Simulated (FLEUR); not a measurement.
# CoGe: which magnetic order is lowest

A self-consistent run ends on one state, which hangs on the start. Several orders of CoGe are started in FLEUR and their energies compared.

Program: FLEUR MaX-R8.1. Level of theory: PBEsol; all-electron FLAPW, Dirac cores, scalar-relativistic bands. Results are calculated unless marked as measured.

## 1. Set-up

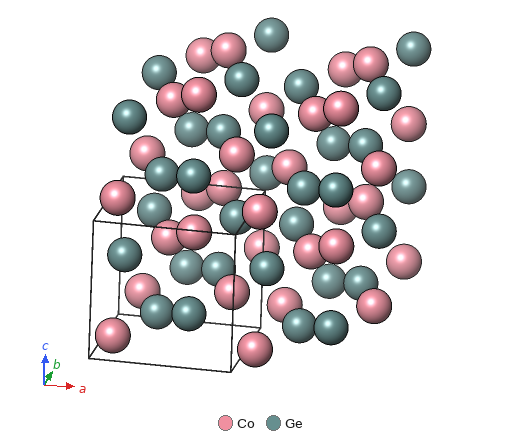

The starting structure, seen slightly off an axis (cobalt pink, germanium teal). 2×2×2 cells are drawn.

Structure file:

```
Co Ge
1.0
     4.57947    0.00000    0.00000
     0.00000    4.57947    0.00000
     0.00000    0.00000    4.57947
Co Ge
4 4
Direct
  0.13683 0.13683 0.13683
  0.36317 0.86317 0.63683
  0.63683 0.36317 0.86317
  0.86317 0.63683 0.36317
  0.83981 0.83981 0.83981
  0.66019 0.16019 0.33981
  0.33981 0.66019 0.16019
  0.16019 0.33981 0.66019
```

The cell comes from a database of computed structures and need not be the stable phase.

## 2. Start 1: ferro ++++

The parallel start comes first: it shows whether parallel moments hold.

inpgen writes inp.xml from crystal.txt; cutoffs, mixing, functional, smearing and local orbitals are then set in the file. The k list default-1 (kpts.xml, not shown) is a Γ-centred 6×6×6 mesh; where the ranks do not divide the number of points, some are split in two of half the weight.

File inp.xml:

```
<?xml version="1.0" encoding="UTF-8" standalone="no"?>
<fleurInput fleurInputVersion="0.39">
   <comment>
      CoGe
   </comment>
   <calculationSetup>
      <cutoffs Kmax="3.78" Gmax="11.3" GmaxXC="11.3" numbands="0"/>
      <scfLoop itmax="90" minDistance="0.00002" maxIterBroyd="15" imix="Anderson" alpha="0.05" precondParam="0.0" spinf="2.0" sdNocoIR="T"/>
      <coreElectrons ctail="T" frcor="F" kcrel="0" coretail_lmax="0"/>
      <xcFunctional name="PBEs" relativisticCorrections="F"/>
      <magnetism jspins="2"/>
      <soc l_soc="F" theta="0.0" phi="0.0" spav="F"/>
      <expertModes spex="0" secvar="F"/>
      <geometryOptimization l_f="F" forcealpha="1.0" forcemix="BFGS" epsdisp="0.00001" epsforce="0.00001"/>
      <ldaU l_linMix="F" mixParam="0.05" spinf="1.0"/>
   </calculationSetup>
   <cell>
      <bzIntegration valenceElectrons="124.0" mode="hist" fermiSmearingEnergy="0.00293995">
         <kPointListSelection listName="default-1"/>
         <xi:include xmlns:xi="http://www.w3.org/2001/XInclude" href="kpts.xml"> </xi:include>
      </bzIntegration>
      <xi:include xmlns:xi="http://www.w3.org/2001/XInclude" href="sym.xml"> </xi:include>
      <bulkLattice scale="1.0">
         <bravaisMatrix>
            <row-1>    8.6539529019457024     0.0000000000000000     0.0000000000000000</row-1>
            <row-2>    0.0000000000000000     8.6539529019457024     0.0000000000000000</row-2>
            <row-3>    0.0000000000000000     0.0000000000000000     8.6539529019457024</row-3>
         </bravaisMatrix>
      </bulkLattice>
   </cell>
   <atomSpecies>
      <species name="Cobalt (Co2.000" element="Co" atomicNumber="27">
         <mtSphere radius="2.17" gridPoints="717" logIncrement="0.017"/>
         <atomicCutoffs lmax="8" lnonsphr="6"/>
         <electronConfig flipSpins="F">
            <coreConfig>(1s1/2) (2s1/2) (2p1/2) (2p3/2)</coreConfig>
            <valenceConfig>(3s1/2) (3p1/2) (3p3/2) (4s1/2) (3d3/2) (3d5/2)</valenceConfig>
            <stateOccupation state="(3d3/2)" spinUp="1.5" spinDown="1.3"/>
            <stateOccupation state="(3d5/2)" spinUp="3.0" spinDown="1.2"/>
         </electronConfig>
         <energyParameters s="4" p="4" d="3" f="4"/>
         <lo type="SCLO" l="0" n="3" eDeriv="0"/>
         <lo type="SCLO" l="1" n="3" eDeriv="0"/>
      </species>
      <species name="Germanium (Ge)" element="Ge" atomicNumber="32">
         <mtSphere radius="2.17" gridPoints="717" logIncrement="0.017"/>
         <atomicCutoffs lmax="8" lnonsphr="6"/>
         <electronConfig flipSpins="F">
            <coreConfig>(1s1/2) (2s1/2) (2p1/2) (2p3/2) (3s1/2) (3p1/2) (3p3/2)</coreConfig>
            <valenceConfig>(4s1/2) (3d3/2) (3d5/2) (4p1/2) (4p3/2)</valenceConfig>
            <stateOccupation state="(4p1/2)" spinUp="0.333333" spinDown="0.333333"/>
            <stateOccupation state="(4p3/2)" spinUp="0.666667" spinDown="0.666667"/>
         </electronConfig>
         <energyParameters s="4" p="4" d="3" f="4"/>
      </species>
   </atomSpecies>
   <atomGroups>
      <atomGroup species="Cobalt (Co2.000">
         <relPos label="                   1">.1368306200 .1368306200 .1368306200</relPos>
         <relPos label="                   2">.3631693800 -.1368306200 -.3631693800</relPos>
         <relPos label="                   3">-.3631693800 .3631693800 -.1368306200</relPos>
         <relPos label="                   4">-.1368306200 -.3631693800 .3631693800</relPos>
         <force calculate="T" relaxXYZ="TTT"/>
      </atomGroup>
      <atomGroup species="Germanium (Ge)">
         <relPos label="                   5">-.1601917900 -.1601917900 -.1601917900</relPos>
         <relPos label="                   6">-.3398082100 .1601917900 .3398082100</relPos>
         <relPos label="                   7">.3398082100 -.3398082100 .1601917900</relPos>
         <relPos label="                   8">.1601917900 .3398082100 -.3398082100</relPos>
         <force calculate="T" relaxXYZ="TTT"/>
      </atomGroup>
   </atomGroups>
   <output dos="F" band="F" slice="F">
      <bandDOS minEnergy="-.5*Htr" maxEnergy="0.5*Htr" sigma="0.015" storeEVData="T"/>
      <plotting iplot="0" polar="F">
         <plot TwoD="T" vec1="  1.0  0.0  0.0" vec2="  0.0  1.0  0.0" vec3="  0.0  0.0  1.0" zero="  0.0  0.0  0.0" file="plot"/>
      </plotting>
      <moessbauerParams electricFieldGradient="F" isomerShift="F" coreHyperfine="F" valenceHyperfine="F"/>
   </output>
</fleurInput>
```

File crystal.txt:

```
CoGe
&input film=F cartesian=F /
4.57947466000  0.00000000000  0.00000000000
0.00000000000  4.57947466000  0.00000000000
0.00000000000  0.00000000000  4.57947466000
1.8897261246
1.0 1.0 1.0

8
27 0.13683062000  0.13683062000  0.13683062000 : 2.000
27 0.36316938000  0.86316938000  0.63683062000 : 2.000
27 0.63683062000  0.36316938000  0.86316938000 : 2.000
27 0.86316938000  0.63683062000  0.36316938000 : 2.000
32 0.83980821000  0.83980821000  0.83980821000
32 0.66019179000  0.16019179000  0.33980821000
32 0.33980821000  0.66019179000  0.16019179000
32 0.16019179000  0.33980821000  0.66019179000

&kpt div1=6 div2=6 div3=6 gamma=T /
```

Command:

```sh
$ OMP_NUM_THREADS=1 inpgen -f crystal.txt > inpgen.log  # inp.xml is then edited as shown
$ OMP_NUM_THREADS=1 mpirun -n 4 fleur_MPI > fleur.log
```

The log of the run:

```text
Welcome to FLEUR        (www.flapw.de)
      MaX-Release 8.1          (www.max-centre.eu)

 ========== k-point set info ==========
 Selected k-point list: default-1
 k-point list type: mesh
 6 x 6 x 6
 Number of k points: 24

 ------------Calculation Setup---------------------------
 Number of MPI-tasks      :            4
 Number of PE/node        :            4
 Number of OMP-threads    :            1
 k-points in parallel     :            4
 pe's per k-point         :            1
 No of k-point loops      :            6
 Eigenvalue solver        :       lapack
 Number of basis functions:          672
 Approximate size of matrices (H+S) per k-point:         0.013 GB
 --------------------------------------------------------
 Iteration:     1   Distance:      31.97612346 me/bohr^3
 Iteration:     2   Distance:      28.93358996 me/bohr^3
 Iteration:     3   Distance:      21.93994415 me/bohr^3
 Iteration:     4   Distance:      10.81590515 me/bohr^3
 Iteration:     5   Distance:       8.06885089 me/bohr^3
 Iteration:     6   Distance:       5.83531227 me/bohr^3
 Iteration:     7   Distance:       6.09949490 me/bohr^3
 Iteration:     8   Distance:       4.53414012 me/bohr^3
 Iteration:     9   Distance:       6.45566770 me/bohr^3
 Iteration:    10   Distance:       2.20972501 me/bohr^3
 Iteration:    11   Distance:       0.74671360 me/bohr^3
 Iteration:    12   Distance:       0.66047613 me/bohr^3
 Iteration:    13   Distance:       0.31074979 me/bohr^3
 Iteration:    14   Distance:       0.14511640 me/bohr^3
 Iteration:    15   Distance:       0.02138268 me/bohr^3
 Iteration:    16   Distance:       0.02011199 me/bohr^3
 Iteration:    17   Distance:       0.00839288 me/bohr^3
 Iteration:    18   Distance:       0.00495362 me/bohr^3
 Iteration:    19   Distance:       0.00172118 me/bohr^3
 Iteration:    20   Distance:       0.00069244 me/bohr^3
 Iteration:    21   Distance:       0.00069716 me/bohr^3
 Iteration:    22   Distance:       0.00031029 me/bohr^3
 Iteration:    23   Distance:       0.00017679 me/bohr^3
 Iteration:    24   Distance:       0.00003305 me/bohr^3
 Iteration:    25   Distance:       0.00009825 me/bohr^3
 Iteration:    26   Distance:       0.00000670 me/bohr^3

 ********************************************************************
 Run finished successfully
 Stop message:
   all done
 ********************************************************************

--- out.xml (last complete iteration) ---
<iteration numberForCurrentRun="   26" overallNumber="   26">
         <energyParameters units="Htr">
            <atomicEP atomType="1" spin="1" branch="4s" branchLowest="-3.04" branchHighest="2.19" value="0.2200329476"/>
            <atomicEP atomType="1" spin="1" branch="4p" branchLowest="-1.68" branchHighest="2.81" value="0.3517992113"/>
            <atomicEP atomType="1" spin="1" branch="3d" branchLowest="-9.99" branchHighest="0.52" value="0.3526249013"/>
            <atomicEP atomType="1" spin="1" branch="4f" branchLowest="-9.99" branchHighest="3.98" value="0.6652542706"/>
            <loAtomicEP atomType="1" spin="1" branch="3s" branchLowest="-32.29" branchHighest="-3.04" value="-3.0457908835"/>
            <loAtomicEP atomType="1" spin="1" branch="3p" branchLowest="-27.56" branchHighest="-1.68" value="-1.7038072061"/>
            <atomicEP atomType="2" spin="1" branch="4s" branchLowest="-5.60" branchHighest="1.16" value="0.0219898380"/>
            <atomicEP atomType="2" spin="1" branch="4p" branchLowest="-3.66" branchHighest="1.86" value="0.2325381263"/>
            <atomicEP atomType="2" spin="1" branch="3d" branchLowest="-9.99" branchHighest="-0.47" value="-0.4930974374"/>
            <atomicEP atomType="2" spin="1" branch="4f" branchLowest="-9.99" branchHighest="3.78" value="0.5897223827"/>
            <atomicEP atomType="1" spin="2" branch="4s" branchLowest="-3.04" branchHighest="2.19" value="0.2200329450"/>
            <atomicEP atomType="1" spin="2" branch="4p" branchLowest="-1.68" branchHighest="2.81" value="0.3517992096"/>
            <atomicEP atomType="1" spin="2" branch="3d" branchLowest="-9.99" branchHighest="0.52" value="0.3526248907"/>
            <atomicEP atomType="1" spin="2" branch="4f" branchLowest="-9.99" branchHighest="3.98" value="0.6652542695"/>
            <loAtomicEP atomType="1" spin="2" branch="3s" branchLowest="-32.29" branchHighest="-3.04" value="-3.0457908979"/>
            <loAtomicEP atomType="1" spin="2" branch="3p" branchLowest="-27.56" branchHighest="-1.68" value="-1.7038072204"/>
            <atomicEP atomType="2" spin="2" branch="4s" branchLowest="-5.60" branchHighest="1.16" value="0.0219898414"/>
            <atomicEP atomType="2" spin="2" branch="4p" branchLowest="-3.66" branchHighest="1.86" value="0.2325381300"/>
            <atomicEP atomType="2" spin="2" branch="3d" branchLowest="-9.99" branchHighest="-0.47" value="-0.4930974363"/>
            <atomicEP atomType="2" spin="2" branch="4f" branchLowest="-9.99" branchHighest="3.78" value="0.5897223864"/>
         </energyParameters>
         <bandgap value="0.0000003566" units="eV"/>
         <sumValenceSingleParticleEnergies value="-70.2415911587" units="Htr"/>
         <FermiEnergy value="0.4250544335" units="Htr"/>
         <valenceDensity>
            <mtCharges spin="1">
               <mtCharge atomType="1" total="7.9394161" s="1.1400484" p="3.1588261" d="3.6313518" f="0.0077378"/>
               <mtCharge atomType="2" total="6.0363776" s="0.4965126" p="0.5273462" d="4.9978233" f="0.0119419"/>
            </mtCharges>
            <mtCharges spin="2">
               <mtCharge atomType="1" total="7.9394163" s="1.1400484" p="3.1588261" d="3.6313520" f="0.0077378"/>
               <mtCharge atomType="2" total="6.0363776" s="0.4965125" p="0.5273461" d="4.9978232" f="0.0119419"/>
            </mtCharges>
            <spinDependentCharge spin="1" total="61.9999997" interstitial="6.0968250" mtSpheres="55.9031748"/>
            <spinDependentCharge spin="2" total="62.0000003" interstitial="6.0968249" mtSpheres="55.9031754"/>
            <totalCharge value="124.0000000000"/>
         </valenceDensity>
         <coreStates atomType="     1" atomicNumber=" 27" spin="1" kinEnergy="    624.1756107247" eigValSum="   -392.9870857030" lostElectrons=" 0.000000">
            <state n="1" l="0" j="0.5" energy="-278.0031633456" weight="1.0000000000"/>
            <state n="2" l="0" j="0.5" energy="-32.2886691578" weight="1.0000000000"/>
            <state n="2" l="1" j="0.5" energy="-27.9277535437" weight="1.0000000000"/>
            <state n="2" l="1" j="1.5" energy="-27.3837498279" weight="2.0000000000"/>
         </coreStates>
         <coreStates atomType="     1" atomicNumber=" 27" spin="2" kinEnergy="    624.1756106555" eigValSum="   -392.9870857252" lostElectrons=" 0.000000">
            <state n="1" l="0" j="0.5" energy="-278.0031633455" weight="1.0000000000"/>
            <state n="2" l="0" j="0.5" energy="-32.2886691647" weight="1.0000000000"/>
            <state n="2" l="1" j="0.5" energy="-27.9277535487" weight="1.0000000000"/>
            <state n="2" l="1" j="1.5" energy="-27.3837498331" weight="2.0000000000"/>
         </coreStates>
         <coreStates atomType="     2" atomicNumber=" 32" spin="1" kinEnergy="    992.2231449802" eigValSum="   -598.4820751688" lostElectrons=" 0.000621">
            <state n="1" l="0" j="0.5" energy="-401.7830989171" weight="1.0000000000"/>
            <state n="2" l="0" j="0.5" energy="-49.7753475303" weight="1.0000000000"/>
            <state n="2" l="1" j="0.5" energy="-44.2228790539" weight="1.0000000000"/>
            <state n="2" l="1" j="1.5" energy="-43.0531010218" weight="2.0000000000"/>
            <state n="3" l="0" j="0.5" energy="-5.5995601456" weight="1.0000000000"/>
            <state n="3" l="1" j="0.5" energy="-3.7698609638" weight="1.0000000000"/>
            <state n="3" l="1" j="1.5" energy="-3.6125632573" weight="2.0000000000"/>
         </coreStates>
         <coreStates atomType="     2" atomicNumber=" 32" spin="2" kinEnergy="    992.2231449690" eigValSum="   -598.4820751615" lostElectrons=" 0.000621">
            <state n="1" l="0" j="0.5" energy="-401.7830989168" weight="1.0000000000"/>
            <state n="2" l="0" j="0.5" energy="-49.7753475294" weight="1.0000000000"/>
            <state n="2" l="1" j="0.5" energy="-44.2228790531" weight="1.0000000000"/>
            <state n="2" l="1" j="1.5" energy="-43.0531010210" weight="2.0000000000"/>
            <state n="3" l="0" j="0.5" energy="-5.5995601446" weight="1.0000000000"/>
            <state n="3" l="1" j="0.5" energy="-3.7698609628" weight="1.0000000000"/>
            <state n="3" l="1" j="1.5" energy="-3.6125632564" weight="2.0000000000"/>
         </coreStates>
         <allElectronCharges>
            <spinDependentCharge spin="1" total="117.9999997" interstitial="6.0992363" mtSpheres="111.9007634"/>
            <spinDependentCharge spin="2" total="118.0000003" interstitial="6.0992362" mtSpheres="111.9007641"/>
            <totalCharge value="235.9999999541"/>
         </allElectronCharges>
         <magneticMomentsInMTSpheres units="muBohr">
            <globalMagMoment atomType="1" vec="0.00000   0.00000   0.00000"/>
            <localMagMoment atomType="1" vec="0.00000   0.00000   0.00000"/>
            <globalMagMoment atomType="2" vec="0.00000   0.00000   0.00000"/>
            <localMagMoment atomType="2" vec="0.00000   0.00000   0.00000"/>
         </magneticMomentsInMTSpheres>
         <moessbauerParams unitsHFF="kG" unitsIS="e/bohr^3" unitsEFG="Htr/bohr^2">
         </moessbauerParams>
         <totalEnergy value="   -13959.3299827689" units="Htr">
            <sumOfEigenvalues value="    -8001.9948781927">
               <coreElectrons value="-7931.7532870339"/>
               <valenceElectrons value="-70.2415911587"/>
            </sumOfEigenvalues>
            <densityCoulombPotentialIntegral value="-21502.1255771325"/>
            <densityEffectivePotentialIntegral value="-22219.3737126809"/>
            <chargeDenXCDenIntegral value="-547.0769587491"/>
            <FockExchangeEnergyValence value="0.0000000000"/>
            <FockExchangeEnergyCore value="0.0000000000"/>
            <atomTypeDependentContributions atomType="1">
               <electronNucleiInteractionDifferentMTs value="6668.2903966240"/>
               <MadelungTerm value="-46.7572298026"/>
            </atomTypeDependentContributions>
            <atomTypeDependentContributions atomType="2">
               <electronNucleiInteractionDifferentMTs value="10088.9090110295"/>
               <MadelungTerm value="-74.6124324857"/>
            </atomTypeDependentContributions>
            <tkbTimesEntropy value="0.0023113678"/>
            <freeEnergy value="-13959.3322941367"/>
            <extrapolationTo0K value="-13959.3311384528"/>
         </totalEnergy>
         <densityConvergence units="me/bohr^3">
            <chargeDensity spin="1" distance="0.0000043122"/>
            <chargeDensity spin="2" distance="0.0000048028"/>
            <overallChargeDensity distance="0.0000062038"/>
            <spinDensity distance="0.0000066960"/>
         </densityConvergence>
      </iteration>
```

Wall time 3 min (4 MPI ranks of Arm Neoverse V1, shared host); peak memory 0.33 GiB; 12 min of CPU time.

The spin moment in the muffin-tin sphere vanishes on all atoms.

This step gave:

```
free energy                                                       : -379852.7828 eV
program's band gap on this mesh (in a metal only a level spacing) : 3.57e-7 eV
final state                                                       : non-magnetic
```

After 26 cycles the seed has died away: no moment is left.

(Part 1 of 2 ends here.)

[Logs and program files are shortened in this print: banners, set-up blocks, solver, clock and traceback lines can be left out without a mark of their own.]

[Logs are printed without paths, hosts, clocks, repeated set-up lines and the standing remarks that a program may print on its own settings, such as how far it seeks lower states.]

[Hosts, paths, dates, database ids (printed as entryN), source tags and the programs' standing remarks are cut or masked in the printed files.]

[Where a cell is said to come from a database of computed structures, the database is the Materials Project.]
